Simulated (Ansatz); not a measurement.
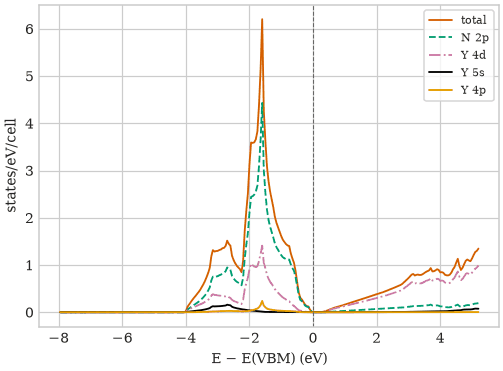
Figure. Total and projected density of states of YN (rock salt, space group No. 225), DFT-PBE in the program Ansatz with PAW potentials

Which orbitals carry the states next to the gap?

Top 1 eV of the valence band: N 2p 80 %, Y 4d 16 %. Bottom 1 eV of the conduction band: Y 4d 82 %, N 2p 17 %. Projections are on Löwdin-orthogonalised atomic valence shells; empty p or d shells of many metals are not among them.

Where is the tallest occupied peak in this window, and what makes it?

Near -1.6 eV, about 6.2 states/eV per cell; the largest projected share is N 2p.

Space group Fm-3m (rock salt). Symmetry was held in the PBE relaxation. No spin polarisation was allowed. Spin–orbit coupling is left out wherever it is not named.

Potentials: the earlier of the program's two PAW sets.
